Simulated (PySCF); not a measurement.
# C7H10NPSi: a changed input and its effect

System: C7H10NPSi.
Method of the first run: GIAO PBE0/pcSseg-1 NMR shielding, non-relativistic, IEF-PCM acetone (PySCF 2.14.0).

The geometry comes from this level: PBE0-D3(BJ)/def2-SVP. Text and figures count atoms from 1; the logs count them from 0 in places.

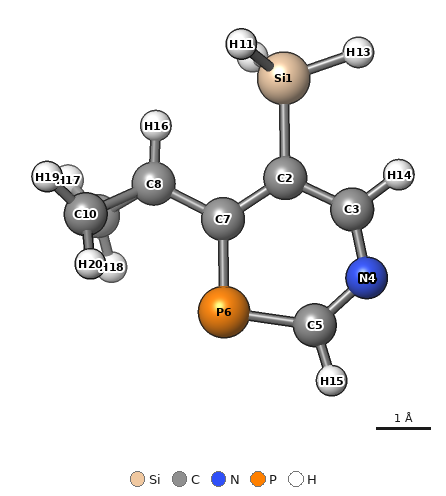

**Figure 1.** The structure (ball-and-stick view, seen at a tilt; atoms are numbered from 1 in the order of the input).

Input file, the first run:
```
{"job": {"kind": "nmr", "xc": "PBE0", "basis": "pcSseg-1", "solvent": "acetone", "pop": true}, "charge": 0, "multiplicity": 1}
Si     1.326732     1.539245    -0.528507
C      1.037470    -0.329246    -0.585685
C      2.185377    -1.141295    -0.632199
N      2.235990    -2.467003    -0.681741
C      1.116802    -3.174193    -0.694161
P     -0.533496    -2.622283    -0.647963
C     -0.255610    -0.882988    -0.585928
C     -1.437393     0.012463    -0.538126
C     -2.667769    -0.280420    -1.371561
C     -2.734250    -0.422344     0.105441
H      0.772929     2.139945     0.723942
H      0.687780     2.226962    -1.691929
H      2.799792     1.773523    -0.571083
H      3.166574    -0.649676    -0.628895
H      1.253138    -4.264955    -0.737060
H     -1.202025     1.075010    -0.424125
H     -3.164431     0.568682    -1.848046
H     -2.638373    -1.192841    -1.975302
H     -3.276811     0.327713     0.686272
H     -2.759560    -1.432629     0.525428
```

The first line tells a small driver script what to run in PySCF; the rest is the geometry in Å.

Command:
```bash
OMP_NUM_THREADS=1 python <driver script> task.json out
```

Hardware: 1 CPU thread, shared host.

Output (the first run):
```
coarse grid: 18112 points
cycle   1  E = -957.5140318212  dE =  1.476e+00  |g| = 3.364e-01  |ddm| = 4.417e+00
cycle   2  E = -957.5109131340  dE =  3.119e-03  |g| = 3.707e-01  |ddm| = 7.884e-01
cycle   3  E = -957.5434984265  dE = -3.259e-02  |g| = 6.304e-02  |ddm| = 4.030e-01
cycle   4  E = -957.5441813008  dE = -6.829e-04  |g| = 3.293e-02  |ddm| = 8.239e-02
cycle   5  E = -957.5444278945  dE = -2.466e-04  |g| = 7.320e-03  |ddm| = 3.712e-02
cycle   6  E = -957.5444385929  dE = -1.070e-05  |g| = 3.391e-03  |ddm| = 1.187e-02
cycle   7  E = -957.5444415062  dE = -2.913e-06  |g| = 9.189e-04  |ddm| = 4.277e-03
final grid: 167024 points
cycle   8  E = -957.6031481701  dE = -4.089e-05  |g| = 9.012e-03  |ddm| = 4.608e-02
cycle   9  E = -957.6031298751  dE =  1.829e-05  |g| = 1.220e-02  |ddm| = 2.270e-02
cycle  10  E = -957.6031703818  dE = -4.051e-05  |g| = 1.128e-03  |ddm| = 1.385e-02
cycle  11  E = -957.6031706685  dE = -2.866e-07  |g| = 4.021e-04  |ddm| = 1.541e-03
cycle  12  E = -957.6031707049  dE = -3.643e-08  |g| = 1.323e-04  |ddm| = 5.584e-04
cycle  13  E = -957.6031707090  dE = -4.093e-09  |g| = 4.390e-05  |ddm| = 1.714e-04
cycle  14  E = -957.6031707095  dE = -4.832e-10  |g| = 9.888e-06  |ddm| = 5.431e-05
converged SCF energy = -957.6031707095

GIAO shielding tensors (ppm)
atom      isotropic    diamagn.    paramagn.     s11        s22        s33       span
  0 Si     417.820     882.347    -464.527    371.451    422.618    459.392     87.941
  1 C       54.252     261.703    -207.451    -46.027     32.933    175.850    221.877
  2 C       25.140     250.251    -225.111    -69.107     12.262    132.265    201.372
  3 N      -88.479     332.968    -421.447   -415.882   -167.193    317.638    733.521
  4 C       -9.562     261.692    -271.253   -184.915     11.071    145.159    330.075
  5 P      128.124     969.727    -841.603   -108.986    -64.575    557.933    666.919
  6 C      -27.770     262.121    -289.891   -189.518    -64.471    170.681    360.199
  7 C      156.923     245.886     -88.963    118.555    140.799    211.414     92.859
  8 C      158.497     257.230     -98.733    111.714    170.571    193.207     81.494
  9 C      161.779     253.061     -91.282    121.643    170.082    193.613     71.970
 10 H       26.470      30.569      -4.099     22.497     25.962     30.952      8.455
 11 H       26.495      29.972      -3.477     22.430     26.172     30.884      8.454
 12 H       26.850      30.027      -3.177     23.006     25.591     31.952      8.946
 13 H       22.204      30.357      -8.153     16.848     21.793     27.970     11.122
 14 H       20.816      28.124      -7.308     17.749     17.851     26.847      9.098
 15 H       29.165      34.130      -4.965     20.143     29.054     38.299     18.157
 16 H       29.394      30.232      -0.839     23.479     25.609     39.092     15.613
 17 H       30.166      31.691      -1.524     24.567     29.052     36.879     12.312
 18 H       29.437      30.035      -0.598     23.402     25.718     39.190     15.788
 19 H       29.855      31.206      -1.351     23.926     28.644     36.995     13.069
```

The input of the second run differs as follows (lines with − go, lines with + come):
```diff
-"solvent": "acetone"
-"pop": true
+"solvent": "tetrahydrofuran"
+"pop": false
```

How does the second run compare with the first run?

The total energy of the second run is 0.6 kcal/mol higher: the change of the electrostatic solvation energy at this fixed geometry, without cavity or dispersion terms. The dipole moment goes from 3.38 to 3.24 D. Of all shieldings, the largest change is that of N4, by −2.1 ppm. The number of SCF iterations is the same.

Output (the second run):
```
coarse grid: 18112 points
cycle   1  E = -957.5128975168  dE =  1.477e+00  |g| = 3.373e-01  |ddm| = 4.417e+00
cycle   2  E = -957.5092251731  dE =  3.672e-03  |g| = 3.744e-01  |ddm| = 7.954e-01
cycle   3  E = -957.5424602687  dE = -3.324e-02  |g| = 6.500e-02  |ddm| = 4.133e-01
cycle   4  E = -957.5431872632  dE = -7.270e-04  |g| = 3.426e-02  |ddm| = 8.712e-02
cycle   5  E = -957.5434589021  dE = -2.716e-04  |g| = 7.576e-03  |ddm| = 3.948e-02
cycle   6  E = -957.5434702137  dE = -1.131e-05  |g| = 3.726e-03  |ddm| = 1.261e-02
cycle   7  E = -957.5434737829  dE = -3.569e-06  |g| = 9.549e-04  |ddm| = 4.651e-03
final grid: 167024 points
cycle   8  E = -957.6021883356  dE = -4.069e-05  |g| = 9.046e-03  |ddm| = 4.615e-02
cycle   9  E = -957.6021687260  dE =  1.961e-05  |g| = 1.238e-02  |ddm| = 2.305e-02
cycle  10  E = -957.6022106540  dE = -4.193e-05  |g| = 1.213e-03  |ddm| = 1.429e-02
cycle  11  E = -957.6022109969  dE = -3.429e-07  |g| = 4.081e-04  |ddm| = 1.664e-03
cycle  12  E = -957.6022110343  dE = -3.736e-08  |g| = 1.422e-04  |ddm| = 5.832e-04
cycle  13  E = -957.6022110391  dE = -4.830e-09  |g| = 4.505e-05  |ddm| = 1.831e-04
cycle  14  E = -957.6022110396  dE = -5.039e-10  |g| = 1.085e-05  |ddm| = 5.646e-05
converged SCF energy = -957.6022110396

GIAO shielding tensors (ppm)
atom      isotropic    diamagn.    paramagn.     s11        s22        s33       span
  0 Si     417.861     882.358    -464.498    371.351    422.624    459.607     88.257
  1 C       54.449     261.787    -207.338    -45.851     33.389    175.809    221.660
  2 C       25.179     250.211    -225.033    -69.140     12.714    131.962    201.102
  3 N      -90.613     332.626    -423.239   -421.551   -168.005    317.717    739.268
  4 C       -9.503     261.729    -271.232   -184.843     11.383    144.952    329.795
  5 P      128.082     969.733    -841.652   -108.845    -65.211    558.300    667.145
  6 C      -27.386     262.049    -289.436   -189.449    -63.386    170.676    360.125
  7 C      157.035     245.820     -88.785    118.913    140.682    211.511     92.598
  8 C      158.627     257.220     -98.593    112.007    170.482    193.391     81.385
  9 C      161.890     253.026     -91.136    121.891    170.000    193.780     71.889
 10 H       26.473      30.580      -4.106     22.501     25.965     30.954      8.453
 11 H       26.497      29.982      -3.485     22.433     26.174     30.885      8.453
 12 H       26.857      30.039      -3.182     23.021     25.594     31.956      8.936
 13 H       22.213      30.368      -8.155     16.873     21.769     27.998     11.125
 14 H       20.821      28.124      -7.303     17.721     17.870     26.871      9.150
 15 H       29.205      34.178      -4.973     20.184     29.102     38.328     18.143
 16 H       29.434      30.287      -0.854     23.520     25.664     39.117     15.597
 17 H       30.171      31.700      -1.530     24.564     29.060     36.889     12.325
 18 H       29.478      30.083      -0.605     23.444     25.774     39.217     15.772
 19 H       29.854      31.207      -1.352     23.917     28.647     36.999     13.083
```

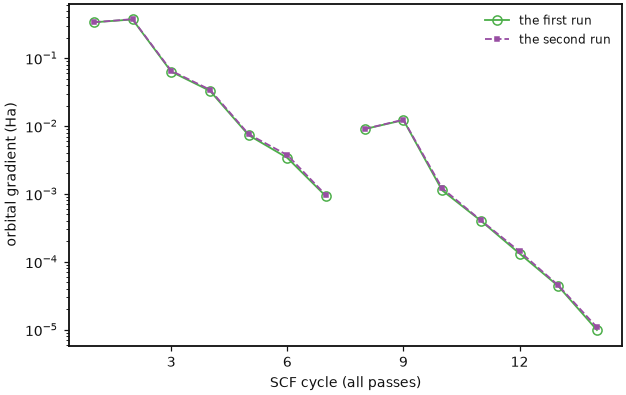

**Figure 2.** Convergence of the two runs: orbital gradient against the SCF cycle. A break in a curve parts two SCF passes (coarse and final grid). The first run takes 14 cycles in all, and the second run takes 14.

The two runs side by side:

| quantity | the first run | the second run |
| --- | --- | --- |
| outcome | converged | converged |
| total energy (hartree) | −957.603171 | −957.602211 |
| HOMO (eV) | −7.27 | −7.26 |
| LUMO (eV) | −1.89 | −1.88 |
| dipole moment (D) | 3.38 | 3.24 |
| shielding of C2 (ppm) | 54.3 | 54.4 |
| shielding of N4 (ppm) | −88.5 | −90.6 |
| shielding of C5 (ppm) | −9.6 | −9.5 |
| shielding of C7 (ppm) | −27.8 | −27.4 |
| shielding of C8 (ppm) | 156.9 | 157.0 |
| shielding of C9 (ppm) | 158.5 | 158.6 |
| shielding of C10 (ppm) | 161.8 | 161.9 |
| SCF iterations | 14 | 14 |
| basis functions | 234 | 234 |
| wall time (shared host) | 55 s | 52 s |
